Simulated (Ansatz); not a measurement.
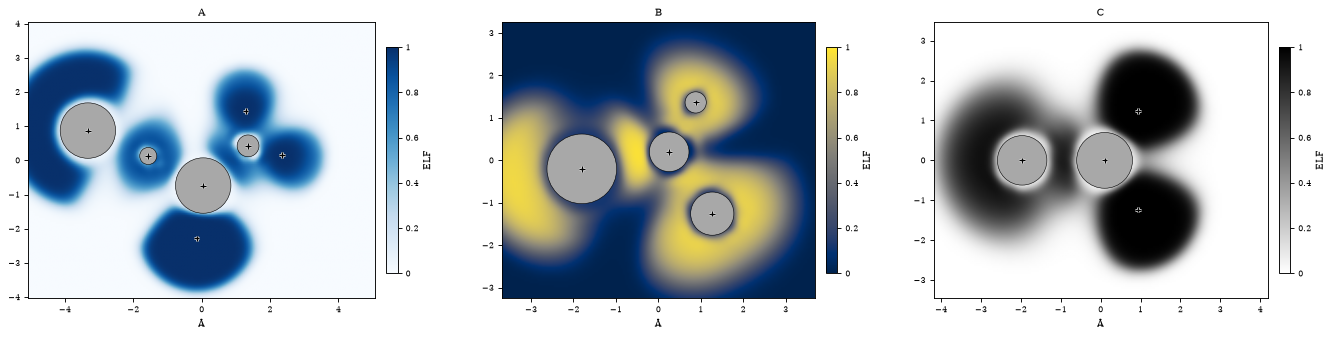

The electron localisation function of 3 systems, each on a plane through atoms (crosses mark nuclei in the plane; grey discs cover the cores).

These are results of isolated molecule in a Gaussian basis; Kohn-Sham density functional theory, functional PBE0 (Ansatz), not measurements.

System 1: Al2FH3N (charge +1), the molecular plane. Geometry: BLYP-D3(BJ)/def2-SVP.

```xyz
7

Al    2.7544   -1.2128   -0.3090
Al   -0.8115   -0.1093   -0.1650
F     0.9460   -0.5974   -0.1647
N    -1.1291    1.0118    1.1433
H    -2.0565    1.4130    1.3245
H    -0.4618    1.3707    1.8335
H    -1.5888   -0.8072   -1.3230
```

System 2: BClFGeH, the plane of atoms F3, B1 and Ge4. Geometry: PBE0-D3(BJ)/pcseg-1.

```yaml
atoms:
  - { symbol: B, position_ang: [-0.0757, 2.2088, -0.8654] }
  - { symbol: Cl, position_ang: [-1.5827, 2.7440, -1.6450] }
  - { symbol: F, position_ang: [0.9311, 1.8992, -1.6624] }
  - { symbol: Ge, position_ang: [-0.1395, 2.2724, 1.2302] }
  - { symbol: H, position_ang: [-0.7068, 0.7824, 1.2049] }
```

System 3: H2PSi (SMILES [SiH2]=[P]) (doublet), the molecular plane. Geometry: PBE0-D3(BJ)/def2-SVP.

```yaml
atoms:
  - { symbol: P, position_ang: [3.6169, 2.2693, 0.4380] }
  - { symbol: Si, position_ang: [1.9608, 1.2703, -0.2932] }
  - { symbol: H, position_ang: [0.5818, 1.8405, -0.3134] }
  - { symbol: H, position_ang: [2.0005, -0.1079, -0.8644] }
```

Question: Match each panel to its system.

Answer: Panel A is system 1, Al2FH3N: the plane holds Al, F, N and H. Al–N (1.75 Å): the ELF peaks at about 0.90 in the valence shell of N, 0.6 Å from its nucleus, and is about 0.65 at the midpoint. Panel B is system 2, BClFGeH: the plane holds B, Cl, F and Ge. B–F (1.32 Å): the ELF peaks at about 0.85 between the atoms (a shared but strongly polarised pair). Panel C is system 3, H2PSi: the plane holds P, Si and H. Si–P (2.07 Å): the ELF peaks at about 0.90 between the atoms (a covalent bond).
